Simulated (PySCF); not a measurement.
Vertical excitations of a molecule GeH₇NSi from TDA-PBE/def2-SVPD in PySCF, as energy in eV (oscillator strength): 5.12 (0.003), 5.68 (0.025), 6.23 (0.001), 6.41 (0.008), 6.64 (0.015), 6.78 (0.005), 6.94 (0.018), 7.16 (0.001), 7.26 (0.007), 7.31 (0.004). Lowest triplet (TDA): 4.81 eV. Geometry optimised at B3LYP-D3(BJ)/def2-SVP. The values are those of a single conformer.

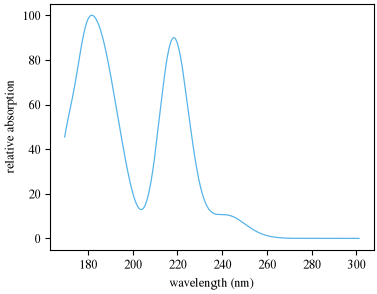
Figure. The lines broadened by 0.4 eV.

**Question.** Identify the compound among the candidates.
(A) N[SiH2][GeH3]
(B) [SiH3][NH][GeH3]
(C) [NH2][GeH2][SiH3]

**Answer.** B, [SiH3][NH][GeH3]
